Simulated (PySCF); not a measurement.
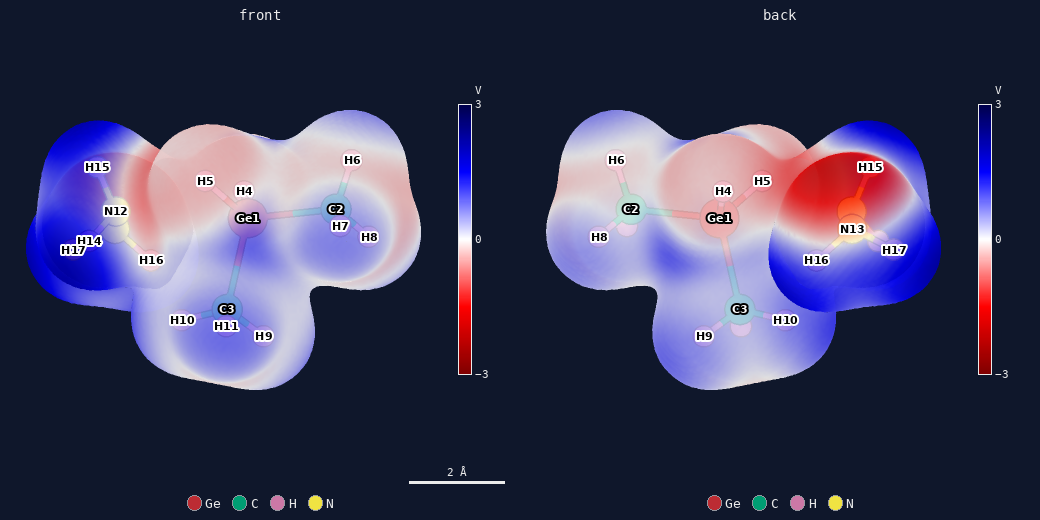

Figure. C2H8Ge···H4N2 (SMILES [CH3][GeH2][CH3].NN). The electrostatic potential painted on the density surface at 0.004 e/bohr³, seen from the front and from behind; red is negative and blue positive.

Geometry: GFN2-xTB.

Theory: PySCF, PBE0-D3(BJ)/def2-SVPD, SCF density, gas phase.

```json
{"atom": "Ge", "x (Å)": "-0.0369", "y (Å)": "0.7970", "z (Å)": "0.1253"}
{"atom": "C", "x (Å)": "1.5191", "y (Å)": "-0.4031", "z (Å)": "-0.1066"}
{"atom": "C", "x (Å)": "-1.6165", "y (Å)": "-0.3525", "z (Å)": "0.4001"}
{"atom": "H", "x (Å)": "-0.1642", "y (Å)": "1.6525", "z (Å)": "-1.0960"}
{"atom": "H", "x (Å)": "0.2178", "y (Å)": "1.6720", "z (Å)": "1.3173"}
{"atom": "H", "x (Å)": "2.4315", "y (Å)": "0.1559", "z (Å)": "-0.2959"}
{"atom": "H", "x (Å)": "1.6789", "y (Å)": "-1.0093", "z (Å)": "0.7819"}
{"atom": "H", "x (Å)": "1.3667", "y (Å)": "-1.0796", "z (Å)": "-0.9447"}
{"atom": "H", "x (Å)": "-1.6821", "y (Å)": "-1.0886", "z (Å)": "-0.3974"}
{"atom": "H", "x (Å)": "-2.5449", "y (Å)": "0.2062", "z (Å)": "0.4207"}
{"atom": "H", "x (Å)": "-1.5282", "y (Å)": "-0.8896", "z (Å)": "1.3411"}
{"atom": "N", "x (Å)": "-2.1004", "y (Å)": "2.9281", "z (Å)": "0.4084"}
{"atom": "N", "x (Å)": "-2.8198", "y (Å)": "3.0594", "z (Å)": "-0.8170"}
{"atom": "H", "x (Å)": "-2.6944", "y (Å)": "2.6549", "z (Å)": "1.1925"}
{"atom": "H", "x (Å)": "-1.6907", "y (Å)": "3.8323", "z (Å)": "0.6262"}
{"atom": "H", "x (Å)": "-2.8336", "y (Å)": "2.1492", "z (Å)": "-1.2684"}
{"atom": "H", "x (Å)": "-3.7825", "y (Å)": "3.3672", "z (Å)": "-0.6770"}
```

Q: Describe the electrostatic potential map.

A: The most negative region (about −1.9 V, or −44 kcal/mol for a unit charge) lies over N13, the most positive (about +2.1 V, or +48 kcal/mol for a unit charge) over H14 and H17. N13 is the likeliest acceptor of a hydrogen bond.
